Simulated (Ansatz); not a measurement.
System: AlCl$_{2}$FH$_{2}$S.

```yaml
atoms:
  - { symbol: Al, position_ang: [0.0503, -0.0726, 0.0036] }
  - { symbol: F, position_ang: [-0.1164, 0.4238, 1.6055] }
  - { symbol: Cl, position_ang: [1.8680, 0.3864, -0.9650] }
  - { symbol: Cl, position_ang: [-1.7345, -0.1871, -1.1354] }
  - { symbol: S, position_ang: [0.3065, -2.5091, 0.6086] }
  - { symbol: H, position_ang: [-1.0328, -2.7309, 0.4606] }
  - { symbol: H, position_ang: [0.1683, -2.1745, 1.9258] }
```

Level of theory: RKS PBE-D4/def2-SVP (Ansatz 0.2.0).

Predict the electron density and electron localisation function between the atoms.

Answer. Al–F (1.69 Å): the density is about 0.76 e/Å³ at the midpoint; the ELF peaks at about 0.85 in the valence shell of F, 0.6 Å from its nucleus, and is about 0.25 at the midpoint.
Al–S (2.52 Å): ρ is about 0.36 e/Å³ halfway, with its minimum of 0.24 e/Å³ about 0.9 Å from Al; the ELF peaks at about 0.95 in the valence shell of S, 0.9 Å from its nucleus, and is about 0.90 at the midpoint.
S–H (1.37 Å): ρ at the midpoint is about 1.4 e/Å³; the ELF climbs to about 1 towards the hydrogen, as it does in any bond to H.

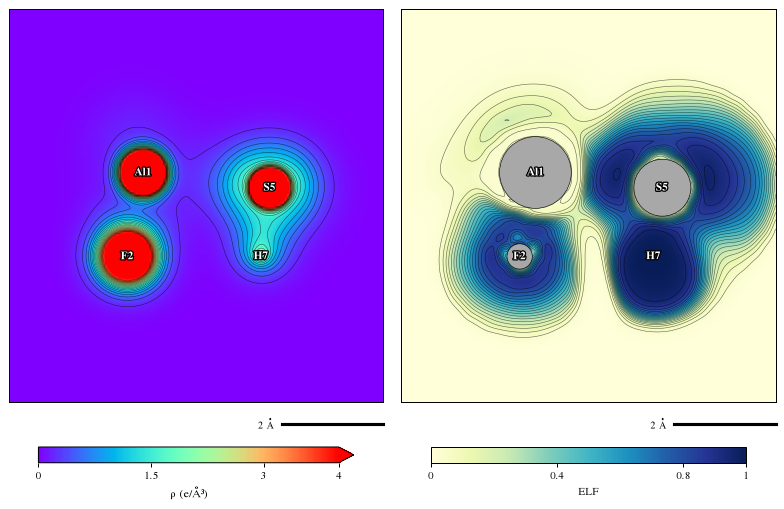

Computed electron density and electron localisation function on the plane of atoms F2, Al1 and S5, in this order. Grey discs cover the atomic cores in the ELF map. 
